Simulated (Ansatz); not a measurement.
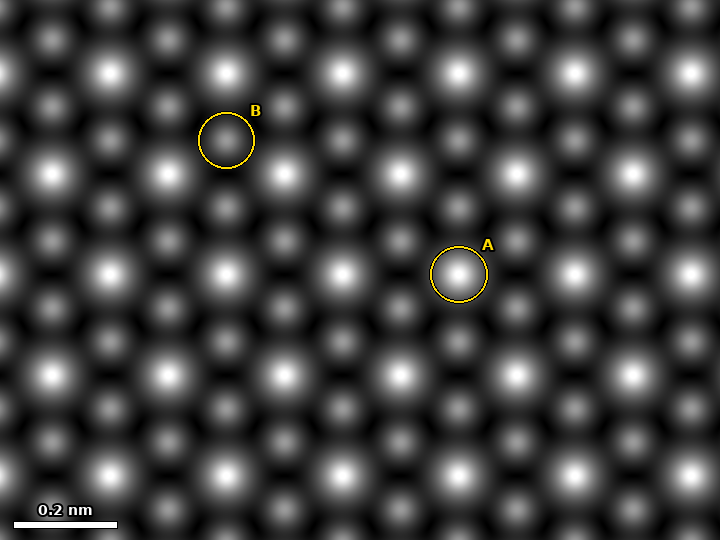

Map of the projected electrostatic potential of Be (P6_3/mmc, No. 194) along [001]. Computed as the sum of neutral-atom potentials (tabulated electron scattering factors, B = 0.3 Å²) projected along the beam and smoothed by 0.25 Å; brighter is more positive. The display is stretched by a gamma of 0.6; percentages refer to the linear signal. Model: the input geometry of a calculation; the starting structure was generated, so it need not be a known form of this composition.

Which atoms make up the marked columns?

A: Be (2 Be per 7.17 Å along the beam; the brightest kind). B: Be (1 Be per 7.17 Å along the beam; about 40 % of the brightest peak). Brightness is counted from the darkest point of the image.
